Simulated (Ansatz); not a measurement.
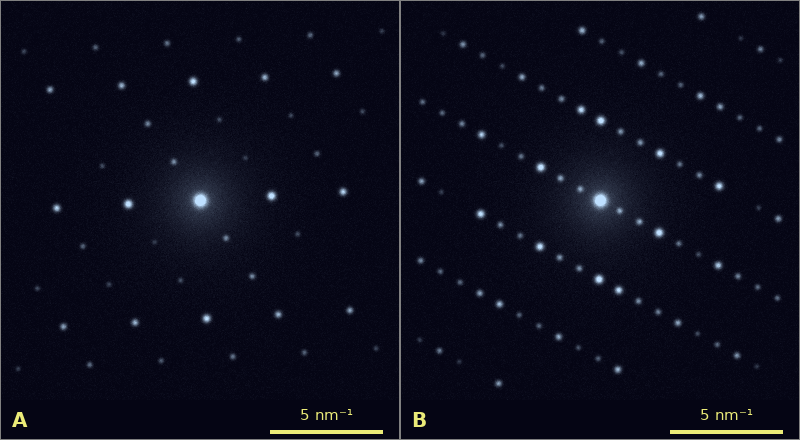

Kinematic electron diffraction patterns (300 kV, B = 0.5 Å², same scale, each along a low-index zone) of two structures of composition Y3B2, each relaxed at zero pressure with DFT PBE, scalar-relativistic, plane waves, PAW in Ansatz 0.2.0.

The structures (standard cells):
1. R-3m (No. 166), a = 3.672 Å, c = 29.594 Å (hexagonal axes), 15 atoms; generated start, possibly hypothetical
2. R-3c (No. 167), a = 6.486 Å, c = 18.594 Å (hexagonal axes), 30 atoms; generated start, possibly hypothetical

> Which pattern belongs to which structure, and along which zone?

A is structure 2 along [100] or an equivalent direction: oblique net of 0 1 2 at d = 4.81 Å and 0 1 -4 (weak) at d = 3.58 Å, 81.5° apart (some points of this net are extinct or too weak to see). B is structure 1 along [100] or an equivalent direction: oblique net of 0 0 3 at d = 9.86 Å and 0 -1 1 at d = 3.16 Å, 83.9° apart (some points of this net are extinct or too weak to see).

> Rank the structures by their computed energy.

Structure 2 (R-3c, 22.58 Å³ an atom) is the lowest of these; structure 1 (R-3m, 23.04 Å³ an atom) lies about 100 meV an atom higher. These are static energies at 0 K; other structures, not shown, may lie lower still.
